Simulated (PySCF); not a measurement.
# C6H12O2: NMR shielding calculation

- system: C6H12O2, SMILES COCCCC(C)=O
- method: GIAO B97-2/pcSseg-1 NMR shielding, non-relativistic, IEF-PCM cyclohexane (PySCF 2.14.0)

The geometry comes from this level: GFN2-xTB. Figures and captions count atoms from 1; the log counts them from 0 in places.

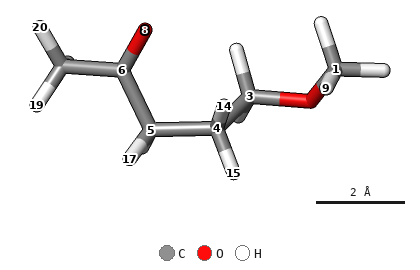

**Figure 1.** The input geometry (stick view, seen on its broad side; atoms are numbered from 1 in the order of the input).

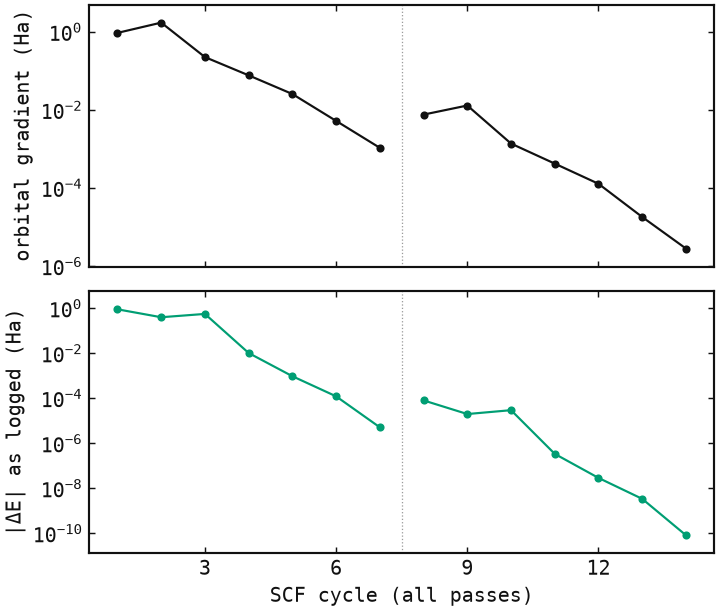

**Figure 2.** Convergence of the self-consistent field: orbital gradient and size of the energy change against the SCF cycle. The dotted line marks the change from a coarse to the final integration grid. The first 7 cycles use a coarse grid, the final grid takes over at cycle 8, and the field converges after 14 cycles in all.

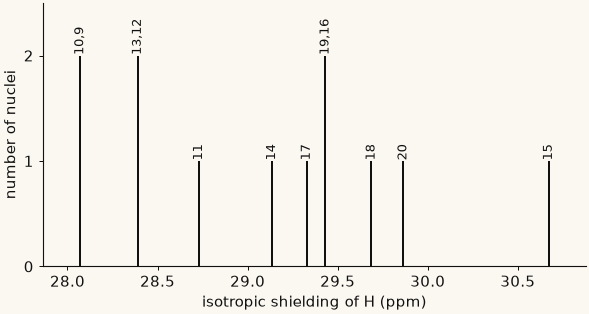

**Figure 3.** Isotropic shieldings of the hydrogen nuclei in this fixed geometry, labelled by atom number; shielding grows to the right, so chemical shift grows to the left. The least shielded is H10 (28.1 ppm), the most shielded H15 (30.7 ppm).

The input and output of the run follow.

## Input
```
{"job": {"xc": "B97-2", "basis": "pcSseg-1", "solvent": "cyclohexane", "kind": "nmr", "pop": false}, "charge": 0, "multiplicity": 1}
C      3.189804     0.341300     0.197813
O      2.505276    -0.803684    -0.248003
C      1.117160    -0.629596    -0.408459
C      0.348957    -0.513640     0.913380
C     -1.159101    -0.553930     0.683022
C     -1.685935     0.700918     0.014309
C     -3.065259     0.550841    -0.577632
O     -1.064785     1.730876    -0.035677
H      2.968570     0.570233     1.245878
H      4.251256     0.120507     0.098846
H      2.939373     1.214777    -0.415540
H      0.914990     0.255975    -1.028501
H      0.786572    -1.522051    -0.949084
H      0.601684     0.428761     1.401549
H      0.649318    -1.336415     1.564712
H     -1.439244    -1.426097     0.089181
H     -1.673134    -0.633662     1.645529
H     -2.984689    -0.016566    -1.503492
H     -3.718731     0.005522     0.098060
H     -3.487232     1.526610    -0.802572
```

The first line tells a small driver script what to run in PySCF; the rest is the geometry in Å.

Launch command:
```bash
OMP_NUM_THREADS=1 python <driver script> task.json out
```

## Log
```
coarse grid: 16128 points
cycle   1  E = -385.8814000335  dE =  9.002e-01  |g| = 9.390e-01  |ddm| = 3.793e+00
cycle   2  E = -385.4813822234  dE =  4.000e-01  |g| = 1.720e+00  |ddm| = 2.470e+00
cycle   3  E = -386.0426663524  dE = -5.613e-01  |g| = 2.254e-01  |ddm| = 1.885e+00
cycle   4  E = -386.0529235528  dE = -1.026e-02  |g| = 7.680e-02  |ddm| = 2.201e-01
cycle   5  E = -386.0538782339  dE = -9.547e-04  |g| = 2.554e-02  |ddm| = 6.350e-02
cycle   6  E = -386.0540001338  dE = -1.219e-04  |g| = 5.234e-03  |ddm| = 2.138e-02
cycle   7  E = -386.0540052416  dE = -5.108e-06  |g| = 1.070e-03  |ddm| = 4.191e-03
final grid: 154128 points
cycle   8  E = -386.1187035804  dE = -8.030e-05  |g| = 7.593e-03  |ddm| = 3.170e-02
cycle   9  E = -386.1186836775  dE =  1.990e-05  |g| = 1.297e-02  |ddm| = 1.514e-02
cycle  10  E = -386.1187132241  dE = -2.955e-05  |g| = 1.375e-03  |ddm| = 1.004e-02
cycle  11  E = -386.1187135610  dE = -3.370e-07  |g| = 4.218e-04  |ddm| = 1.123e-03
cycle  12  E = -386.1187135899  dE = -2.881e-08  |g| = 1.284e-04  |ddm| = 3.794e-04
cycle  13  E = -386.1187135932  dE = -3.378e-09  |g| = 1.812e-05  |ddm| = 1.289e-04
cycle  14  E = -386.1187135933  dE = -8.151e-11  |g| = 2.818e-06  |ddm| = 2.255e-05
converged SCF energy = -386.1187135933

GIAO shielding tensors (ppm)
atom      isotropic    diamagn.    paramagn.     s11        s22        s33       span
  0 C      127.213     244.840    -117.627     92.053    108.154    181.432     89.380
  1 O      310.130     393.945     -83.816    272.517    307.263    350.608     78.091
  2 C      111.871     249.400    -137.529     77.825     93.943    163.845     86.019
  3 C      162.211     251.878     -89.666    141.121    172.211    173.303     32.182
  4 C      144.605     257.140    -112.535    123.283    135.903    174.628     51.345
  5 C      -24.771     250.172    -274.943   -103.799    -72.399    101.884    205.683
  6 C      153.577     251.493     -97.916    132.651    136.640    191.439     58.788
  7 O     -288.512     406.557    -695.070   -837.869   -390.800    363.132   1201.001
  8 H       28.079      30.128      -2.049     24.104     26.566     33.566      9.462
  9 H       28.060      27.351       0.709     24.070     25.777     34.333     10.263
 10 H       28.729      30.003      -1.274     25.844     26.059     34.283      8.439
 11 H       28.405      34.463      -6.058     23.552     29.857     31.807      8.255
 12 H       28.373      32.685      -4.312     22.814     29.813     32.493      9.679
 13 H       29.134      34.391      -5.257     25.585     29.097     32.720      7.135
 14 H       30.671      32.633      -1.961     25.816     29.955     36.244     10.428
 15 H       29.450      34.640      -5.190     25.681     29.287     33.382      7.702
 16 H       29.327      31.998      -2.671     24.999     28.758     34.224      9.225
 17 H       29.687      29.766      -0.079     26.907     28.918     33.235      6.328
 18 H       29.413      28.349       1.064     26.044     29.724     32.471      6.427
 19 H       29.863      27.806       2.058     26.372     28.026     35.192      8.821
```

## Key numbers

```tsv
quantity	value
outcome	converged
total energy	−386.118714 hartree
HOMO	−6.89 eV
LUMO	−0.46 eV
dipole moment	2.75 D
isotropic shielding, C	−24.8 to 162.2 ppm
isotropic shielding, O	−288.5 to 310.1 ppm
isotropic shielding, H	28.1 to 30.7 ppm
hardware	1 CPU thread, shared host
wall time	30 s
peak memory	1.1 GiB
```
